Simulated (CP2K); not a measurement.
# PM3 run of BSiH5SO2 (SMILES OB(O)S[SiH3])

Aim: the vertical ionisation energy of BSiH5SO2 at PM3, from 2 runs. 

The results are computed with CP2K 2026.2.

2 further runs of the same task are left out: 2 that didn't finish.

## Step 1: The structure to begin with

BSiH5SO2: 10 atoms, total charge 0, spin state singlet. As SMILES, `OB(O)S[SiH3]`. The shape is that of a GFN2-xTB optimisation. This is one conformer, not always the lowest.

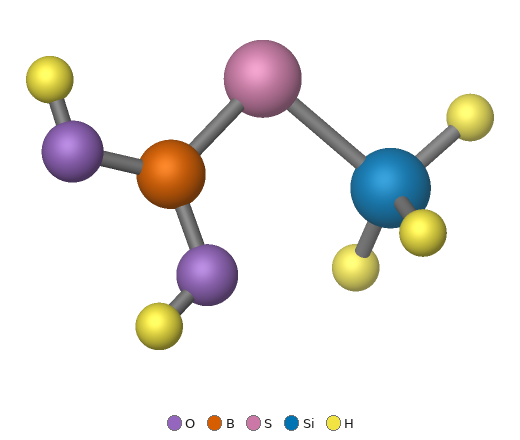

The structure, seen from a chosen angle (oxygen purple, boron orange, sulfur pink, silicon blue, hydrogen yellow).

## Step 2: Energy and forces at PM3

Input file run.inp:

```
&GLOBAL
   PROJECT_NAME run
   RUN_TYPE ENERGY_FORCE
   PRINT_LEVEL MEDIUM
&END GLOBAL

&FORCE_EVAL
   METHOD QUICKSTEP
   &DFT
      &QS
         METHOD PM3
         EPS_DEFAULT 1.0E-10
         &SE
            &COULOMB
               CUTOFF [angstrom] 50
               RC_RANGE [angstrom] 0
            &END COULOMB
            &EXCHANGE
               CUTOFF [angstrom] 50
               RC_RANGE [angstrom] 0
            &END EXCHANGE
         &END SE
      &END QS
      &POISSON
         PERIODIC NONE
         POISSON_SOLVER ANALYTIC
      &END POISSON
      &SCF
         SCF_GUESS ATOMIC
         EPS_SCF 1.0E-07
         MAX_SCF 30
         &OT
            MINIMIZER DIIS
            PRECONDITIONER FULL_ALL
         &END OT
         &OUTER_SCF
            EPS_SCF 1.0E-07
            MAX_SCF 10
         &END OUTER_SCF
      &END SCF
      &PRINT
         &MOMENTS
            PERIODIC F
            REFERENCE COM
            MAX_MOMENT 1
         &END MOMENTS
         &MO_CUBES
            NLUMO 1
            NHOMO -1
            WRITE_CUBE F
         &END MO_CUBES
         &HIRSHFELD OFF
         &END HIRSHFELD
      &END PRINT
   &END DFT
   &SUBSYS
      &CELL
         ABC 11.9 11.3 12.9
         PERIODIC NONE
      &END CELL
      &COORD
         UNIT bohr
         O     -2.3040297    -1.0002320    -4.0079012
         B     -1.0162380    -0.4948626    -1.8666526
         O      1.0700007    -1.8607755    -1.2797036
         S     -1.8553520     1.9307710     0.3814223
         Si     1.1813623     1.2046815     2.9971434
         H     -3.7635408     0.0030425    -4.3604108
         H      1.5264830    -3.1582048    -2.4592140
         H      0.6690197     3.1039507     4.9218484
         H      0.9150621    -1.3600170     3.9583148
         H      3.5772138     1.6316651     1.7151532
      &END COORD
      &TOPOLOGY
         &CENTER_COORDINATES
         &END CENTER_COORDINATES
      &END TOPOLOGY
   &END SUBSYS
   &PRINT
      &FORCES ON
      &END FORCES
   &END PRINT
&END FORCE_EVAL
```

The run is started by

```console
OMP_NUM_THREADS=1 cp2k.psmp -i run.inp > run.out 2>&1
```

The program printed (excerpt; [...] marks lines left out):

```text
CP2K| version string:                                       CP2K version 2026.2
[...]
 GLOBAL| Method name                                                        CP2K
[...]
 GLOBAL| Run type                                                   ENERGY_FORCE
[...]
                             - Atoms:                                         10
[...]
                             - Spherical basis functions:                     25
[...]
 Number of electrons:                                                         30
[...]
     1 OT DIIS     0.15E+00    0.0     0.42565999       -30.8229642032 -3.08E+01
[...]
    15 OT DIIS     0.15E+00    0.0     0.00000005       -36.1621425941 -8.10E-13
  *** SCF run converged in    15 steps ***
  Core-core repulsion energy [eV]:                           1965.73892880321114
  Core Hamiltonian energy [eV]:                             -1569.26182593022031
  Two-electron integral energy [eV]:                        -2760.99809215356390
  Electronic energy [eV]:                                   -2949.76087200700249
  Total energy [eV]:                                         -984.02194320379101
  Atomic reference energy [eV]:                               977.32915101842298
  Heat of formation [kcal/mol]:                              -154.33946654792535
[...]
 SE_DIPOLE| Moment [Debye]         -0.71656928       1.31976151       0.89034635
 SE_DIPOLE| Derivative [a.u.]       0.00000000       0.00000000       0.00000000
 *** WARNING in qs_scf_post_se.F:140 :: Printing of MO cube files not ***
 *** implemented for Semi-Empirical method.                           ***
 ENERGY| Total FORCE_EVAL ( QS ) energy [hartree]            -36.162142594107955
 FORCES| Atomic forces [hartree/bohr]
 FORCES|   Atom     x               y               z               |f|
 FORCES|      1 -2.17398124E-03 -1.54815438E-02 -2.30670806E-02   2.78656527E-02
 FORCES|      2 -8.46942063E-03  1.35374483E-02  8.15533692E-03   1.79305079E-02
 FORCES|      3  8.89356945E-03 -2.07021408E-02 -1.69596481E-02   2.82011326E-02
 FORCES|      4 -1.62341979E-02  1.10203482E-02 -4.48618240E-03   2.01276697E-02
 FORCES|      5 -3.06442437E-03  5.11962433E-03  3.43555741E-03   6.88507841E-03
 FORCES|      6  1.27428643E-02 -1.45815928E-03  1.27279485E-02   1.80695183E-02
 FORCES|      7 -8.61561777E-03  1.04403757E-02  3.73005091E-03   1.40407833E-02
 FORCES|      8  3.26559659E-03  4.54197494E-03  9.92029416E-03   1.13888495E-02
 FORCES|      9  2.99851570E-03 -7.79608805E-03  6.50709454E-03   1.05883126E-02
 FORCES|     10  1.06570959E-02  7.78160503E-04  3.66287341E-05   1.06855308E-02
 FORCES| Sum     6.93889390E-16 -5.55111512E-17 -2.91433544E-16
 FORCES| Total atomic force                                       7.54650571E-16
[...]
```

It took 1.1 s on 1 thread of Intel Xeon 6975P-C (Granite Rapids), shared host; peak memory 0.18 GiB.

## Step 3: The doublet cation

Input file job.inp:

```
&GLOBAL
   PROJECT job
   RUN_TYPE ENERGY_FORCE
   PRINT_LEVEL MEDIUM
&END GLOBAL

&FORCE_EVAL
   METHOD QUICKSTEP
   &DFT
      CHARGE 1
      MULTIPLICITY 2
      UNRESTRICTED_KOHN_SHAM T
      &QS
         METHOD PM3
         EPS_DEFAULT 1.0E-10
         &SE
            &COULOMB
               CUTOFF [angstrom] 50
               RC_RANGE [angstrom] 0
            &END COULOMB
            &EXCHANGE
               CUTOFF [angstrom] 50
               RC_RANGE [angstrom] 0
            &END EXCHANGE
         &END SE
      &END QS
      ! cluster boundary conditions
      &POISSON
         PERIODIC NONE
         POISSON_SOLVER ANALYTIC
      &END POISSON
      ! SCF settings
      &SCF
         SCF_GUESS ATOMIC
         EPS_SCF 1.0E-07
         MAX_SCF 50
         &OT ON
            MINIMIZER CG
            PRECONDITIONER FULL_ALL
         &END OT
         &OUTER_SCF
            EPS_SCF 1.0E-07
            MAX_SCF 8
         &END OUTER_SCF
      &END SCF
      &PRINT
         &MOMENTS
            PERIODIC F
            REFERENCE COM
            MAX_MOMENT 1
         &END MOMENTS
         &MO_CUBES
            NLUMO 5
            NHOMO -1
            WRITE_CUBE F
         &END MO_CUBES
         &HIRSHFELD OFF
         &END HIRSHFELD
      &END PRINT
   &END DFT
   ! structure
   &SUBSYS
      &CELL
         ABC [angstrom] 11.9 11.3 12.9
         PERIODIC NONE
      &END CELL
      &COORD
         UNIT bohr
         O     -2.3040297    -1.0002320    -4.0079012
         B     -1.0162380    -0.4948626    -1.8666526
         O      1.0700007    -1.8607755    -1.2797036
         S     -1.8553520     1.9307710     0.3814223
         Si     1.1813623     1.2046815     2.9971434
         H     -3.7635408     0.0030425    -4.3604108
         H      1.5264830    -3.1582048    -2.4592140
         H      0.6690197     3.1039507     4.9218484
         H      0.9150621    -1.3600170     3.9583148
         H      3.5772138     1.6316651     1.7151532
      &END COORD
      &TOPOLOGY
         &CENTER_COORDINATES
         &END CENTER_COORDINATES
      &END TOPOLOGY
   &END SUBSYS
   &PRINT
      &FORCES ON
      &END FORCES
   &END PRINT
&END FORCE_EVAL
```

The run is started by

```console
OMP_NUM_THREADS=1 cp2k.psmp job.inp > job.out
```

The program printed (excerpt; [...] marks lines left out):

```text
CP2K| version string:                                       CP2K version 2026.2
[...]
 GLOBAL| Method name                                                        CP2K
[...]
 GLOBAL| Run type                                                   ENERGY_FORCE
[...]
                             - Atoms:                                         10
[...]
                             - Spherical basis functions:                     25
[...]
 Number of electrons:                                                         15
[...]
     1 OT CG       0.15E+00    0.0     0.21768543       -30.5254960624 -3.05E+01
[...]
     9 OT CG       0.80E+00    0.0     0.00000007       -35.8426155017 -1.75E-11
  *** SCF run converged in     9 steps ***
  Core-core repulsion energy [eV]:                           1965.73892880321114
  Core Hamiltonian energy [eV]:                             -1532.20499661798408
  Two-electron integral energy [eV]:                        -2817.72220204914311
  Electronic energy [eV]:                                   -2941.06609764255563
  Total energy [eV]:                                         -975.32716883934438
  Atomic reference energy [eV]:                               977.32915101842298
  Heat of formation [kcal/mol]:                                46.16680945703928
[...]
 SE_DIPOLE| Moment [Debye]          0.21150518      -0.49369808      -0.44187887
 SE_DIPOLE| Derivative [a.u.]       0.00000000       0.00000000       0.00000000
 *** WARNING in qs_scf_post_se.F:140 :: Printing of MO cube files not ***
 *** implemented for Semi-Empirical method.                           ***
 ENERGY| Total FORCE_EVAL ( QS ) energy [hartree]            -35.842615501688229
[...]
```

It took 1.8 s on 1 thread of Intel Xeon 6975P-C (Granite Rapids), shared host; peak memory 0.18 GiB.

## Step 4: Results

At PM3:

```
                                                   quantity            value
                             singlet BSiH5SO2: total energy     -36.16214 Eh
                            singlet BSiH5SO2: dipole moment           1.75 D
singlet BSiH5SO2: heat of formation at this unrelaxed shape  -154.3 kcal/mol
                 singlet BSiH5SO2: largest force on an atom       1.450 eV/Å
                               doublet cation: total energy     -35.84262 Eh
  doublet cation: heat of formation at this unrelaxed shape    46.2 kcal/mol
                   doublet cation: largest force on an atom       1.542 eV/Å
         vertical ionisation energy (to the doublet cation)         8.695 eV
```

The vertical ionisation energy comes to 8.69 eV (201 kcal/mol). The largest force (singlet BSiH5SO2) is 1.45 eV/Å: the shape isn't a stationary point for this species at this level.
